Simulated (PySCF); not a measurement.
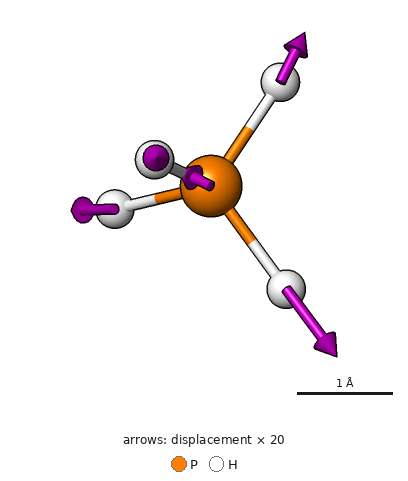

This is a relaxation of PH4 (charge +1). The starting structure is drawn; purple arrows show the displacements, magnified 20 times. The two geometries are superimposed by the best rigid fit.

Style: ball-and-stick. Shown at a tilt.

The start comes from GFN2-xTB. Its atoms were then displaced at random by about 0.01 Å.

Level of theory: PySCF 2.14.0, density-fitted response routines, PBE0-D3(BJ)/def2-SVP geometry optimisation, gas phase. 

Atoms of which element are displaced furthest, and by how much?

Answer. Hydrogen: up to 0.049 Å, against 0.025 Å for phosphorus.

What did the optimiser do to the structure, and how much energy did it gain?

Answer. An H atom moves most after the best rigid fit: 0.049 Å. By element the largest moves are H 0.049 Å, P 0.025 Å. Some distances before and after: H–P 1.344 → 1.409 Å, H–P 1.368 → 1.409 Å, H–P 1.390 → 1.409 Å. Among the angles between lasting bonds that change: H–P–H 112.2° → 109.5°, H–P–H 107.4° → 109.5°. Over 3 geometry steps the energy falls by 9.31 kJ/mol.
